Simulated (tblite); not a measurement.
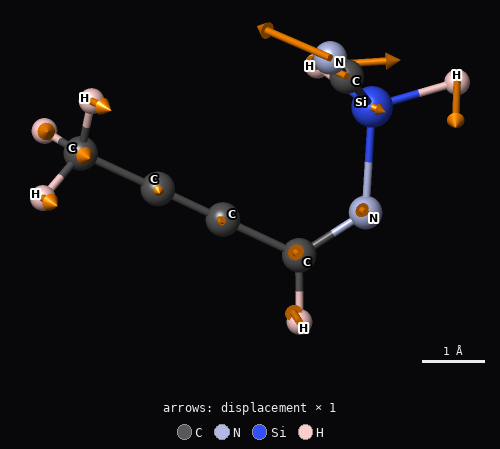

A relaxation of C$_{5}$H$_{6}$N$_{2}$Si. The starting structure is drawn; orange arrows show the displacements, at their true length. The two geometries are superimposed by the best rigid fit.

Style: ball-and-stick. Shown at a tilt.

The calculation used GFN2-xTB geometry optimisation, gas phase in tblite. 

What happened in the run?

Answer. An N atom moves most after the best rigid fit: 1.72 Å. Largest moves by element: N 1.72 Å, H 1.50 Å, C 0.99 Å, Si 0.25 Å. Some distances before and after: N–Si 1.747 → 1.713 Å, C–N 1.290 → 1.264 Å, C–H 1.108 → 1.090 Å, H–Si 1.478 → 1.461 Å. Bond angles that change, for instance: H–Si–H 106.3° → 116.7°, C–N–Si 124.2° → 133.9°, C–C–C 179.1° → 172.9°. Groups turn about N–Si by about 55°. Over 154 geometry steps the energy falls by 0.273 eV. Cost: 0.82 s on 1 thread of Arm Neoverse V2 (shared host).
